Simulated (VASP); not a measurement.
```
CdZn3Te4
1.0
    6.16622     0.00000     0.00000
    0.00000     6.16622     0.00000
    0.00000     0.00000     6.16622
Zn Te Cd
3 4 1
Direct
  0.00000   0.00000   0.00000
  0.50000   0.50000   0.00000
  0.50000   0.00000   0.50000
  0.25967   0.24033   0.24033
  0.74033   0.75967   0.24033
  0.74033   0.24033   0.75967
  0.25967   0.75967   0.75967
  0.00000   0.50000   0.50000
```

Computed with PBEsol GGA, VASP's PBE PAW potentials (set 64) (plane waves; VASP). Run with 400 eV cut-off, 4×4×4 Γ-centred mesh, tetrahedra with Blöchl corrections, potentials Zn Te Cd.

Unless said otherwise, spin-orbit coupling is left out, though it shifts the bands of the heavy elements here.

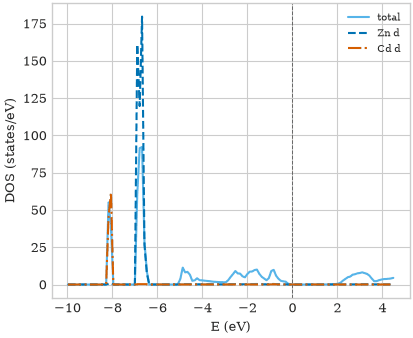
Figure. Total and projected density of states, zero at the valence-band maximum

Within 2 eV below the valence-band maximum the largest weight inside VASP's projection spheres is Te p.

The gap is direct, 1.03 eV, from the valence maximum at Γ to the conduction minimum at Γ.

The structure was generated: CdZn3Te4 was put into an ordered model structure (P-43m), which need not be its known phase. It was relaxed first.
